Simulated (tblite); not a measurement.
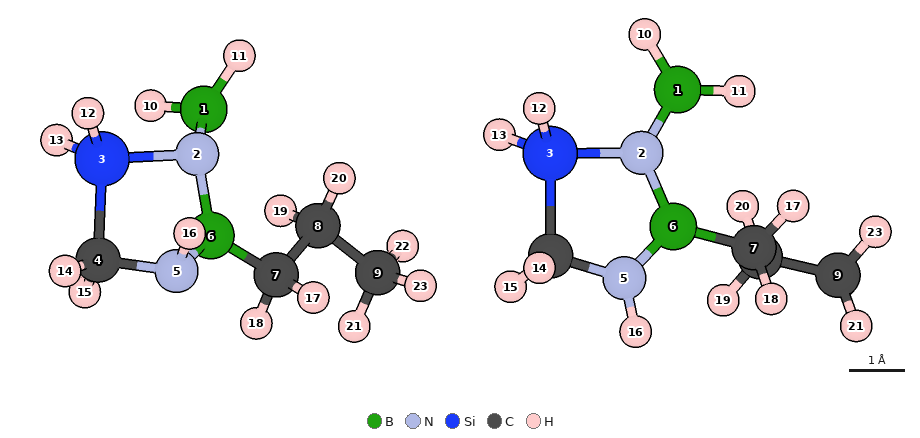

Two geometries of C4H14B2N2Si, drawn at one scale. One is the start of a relaxation, the other its converged end. Style: ball-and-stick. Shown at a tilt.

The calculation used GFN2-xTB geometry optimisation, gas phase in tblite. 

**Which one is relaxed?**

The right one is the relaxed one. H16 moves most after the best rigid fit: 2.26 Å. By element the largest moves are H 2.26 Å, N 0.75 Å, B 0.72 Å, C 0.69 Å, Si 0.27 Å. Near-neighbour distances that change, for instance: N5–B6 1.532 → 1.388 Å, B1–N2 1.506 → 1.405 Å, N2–B6 1.525 → 1.469 Å, N5–H16 1.062 → 1.008 Å. Among the angles between lasting bonds that change: B6–N5–H16 103.0° → 125.0°, C4–N5–B6 102.9° → 119.4°, B1–N2–Si3 107.1° → 123.4°. Groups turn about Si3–C4 by about 25°. After 242 geometry steps the energy has fallen by 3.147 eV. Cost: 3.8 s on 1 thread of Arm Neoverse N1, with other jobs on the host.
